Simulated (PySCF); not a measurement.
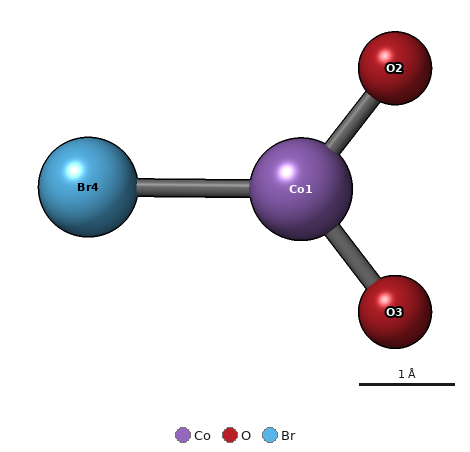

*The structure (ball-and-stick view, seen on its broad side; atoms are numbered from 1 in the order of the input). Sticks mark near contacts.*

Bond lengths as drawn: Br–Co 2.25 Å and Co–O 1.63 Å.

**CoO2Br: frequency calculation**

- system: CoO2Br, multiplicity 5
- method: UKS-based PBE0, Co def2-TZVP, O def2-TZVP, Br def2-TZVP; non-relativistic Hamiltonian; density fitting (PySCF 2.14.0)

Output:
```
init E= -4106.66211338181
  alpha nocc = 41  HOMO = -0.329296961582004  LUMO = -0.142044392012358
  beta  nocc = 37  HOMO = -0.322858238111352  LUMO = -0.203288623862467
  HOMO = -0.322858238111  LUMO = -0.203288623862  gap/eV = 3.25365
cycle= 1 E= -4106.66211338026  delta_E= 1.55e-09  |g|= 8.46e-05  |ddm|= 2.82e-05
  alpha nocc = 41  HOMO = -0.329286986442221  LUMO = -0.142022006763202
  beta  nocc = 37  HOMO = -0.322860001172913  LUMO = -0.203277120026997
  HOMO = -0.322860001173  LUMO = -0.203277120027  gap/eV = 3.25402
cycle= 2 E= -4106.66211332271  delta_E= 5.76e-08  |g|= 0.000515  |ddm|= 0.000164
  alpha nocc = 41  HOMO = -0.329295175425388  LUMO = -0.142040132780563
  beta  nocc = 37  HOMO = -0.322858475389449  LUMO = -0.203286023315654
  HOMO = -0.322858475389  LUMO = -0.203286023316  gap/eV = 3.25373
cycle= 3 E= -4106.66211338184  delta_E= -5.91e-08  |g|= 9.68e-06  |ddm|= 0.000143
  alpha nocc = 41  HOMO = -0.329295416311213  LUMO = -0.142040799063809
  beta  nocc = 37  HOMO = -0.322858558011705  LUMO = -0.203286635162417
  HOMO = -0.322858558012  LUMO = -0.203286635162  gap/eV = 3.25372
cycle= 4 E= -4106.66211338185  delta_E= -7.28e-12  |g|= 2.39e-06  |ddm|= 6.82e-06
  alpha nocc = 41  HOMO = -0.329295184968276  LUMO = -0.142040325868543
  beta  nocc = 37  HOMO = -0.322858605698911  LUMO = -0.20328639704481
  HOMO = -0.322858605699  LUMO = -0.203286397045  gap/eV = 3.25373
Extra cycle  E= -4106.66211338181  delta_E= 3.82e-11  |g|= 1.14e-05  |ddm|= 5.03e-06
converged SCF energy = -4106.66211338181  <S^2> = 6.0437089  2S+1 = 5.0174531
```

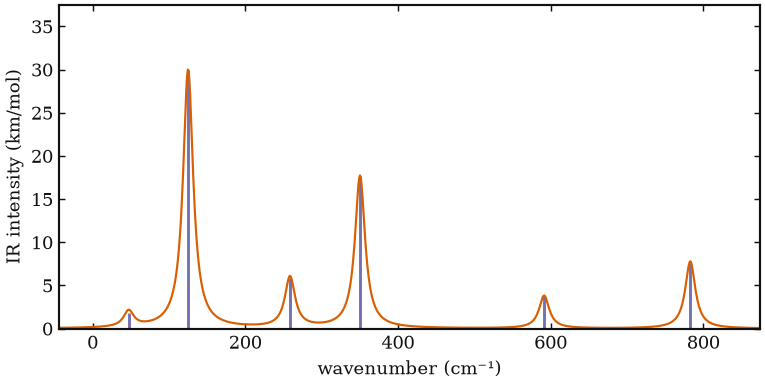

*Harmonic infrared spectrum, unscaled: sticks (degenerate modes added up, dark ones marked on the axis) with a Lorentzian envelope of 16 cm⁻¹ full width, scaled to the tallest stick.*

6 modes from 47 to 783 cm⁻¹, none imaginary. The strongest line is at 125 cm⁻¹ (30 km/mol). All modes, in cm⁻¹ (km/mol): 47 (1.9), 125 (30), 259 (5.9), 350 (17.7), 592 (3.8), 783 (7.8).

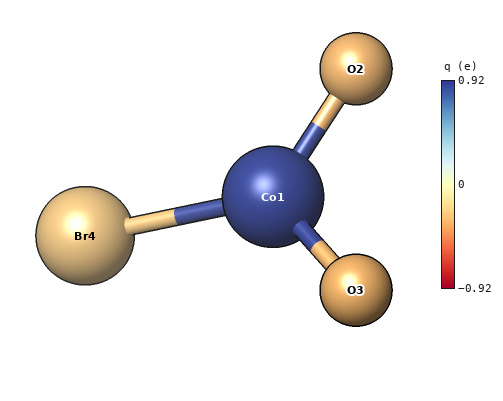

*Mulliken charges, as the colour of each atom (ball-and-stick view, seen at a tilt; atoms are numbered from 1 in the order of the input; Mulliken charges depend strongly on the basis).*

By element: Co +0.88, O −0.31 and Br −0.25 e.

This output came from the following input.

Input file:
```python
from pyscf import gto, scf, dft
mol = gto.M(atom='''
Co    -0.853142    -0.000000    -0.100598
O     -1.841215     1.288430    -0.217106
O     -1.841215    -1.288430    -0.217106
Br     1.383524    -0.000000     0.163138''',
    basis={'Co': 'def2-TZVP', 'O': 'def2-TZVP', 'Br': 'def2-TZVP'},
    charge=0, spin=4)
mf = dft.UKS(mol, xc='PBE0')
mf.grids.atom_grid = (75, 302)
aux = {'Co': 'def2-universal-JKFIT', 'O': 'def2-universal-JKFIT', 'Br': 'def2-universal-JKFIT'}
mf = mf.density_fit(auxbasis=aux)
mf.conv_tol = 1e-09
mf.diis_space = 10
mf.max_cycle = 60
mf.verbose = 4
mf.kernel()
```

The script is an equivalent of the set-up of the self-consistent field. The run itself was carried out by a driver, which started from the orbitals of the step before it where there was one and computed the further properties.

Launched with:
```bash
OMP_NUM_THREADS=4 python axn.py task.json out
```

Summary:

```json
{"quantity": "outcome", "value": "converged"}
{"quantity": "total energy", "value": "−4106.662113 hartree"}
{"quantity": "⟨S²⟩", "value": "6.044"}
{"quantity": "zero-point energy", "value": "0.004911 hartree"}
{"quantity": "dipole moment", "value": "0.55 D"}
{"quantity": "wavenumbers, lowest and highest", "value": "47 and 783 cm⁻¹"}
{"quantity": "hardware", "value": "4 threads of Arm Neoverse V1, 24 GiB of memory available, shared host"}
{"quantity": "wall time", "value": "2.3 min (CPU time 7.3 min)"}
{"quantity": "peak memory", "value": "1.7 GiB"}
```
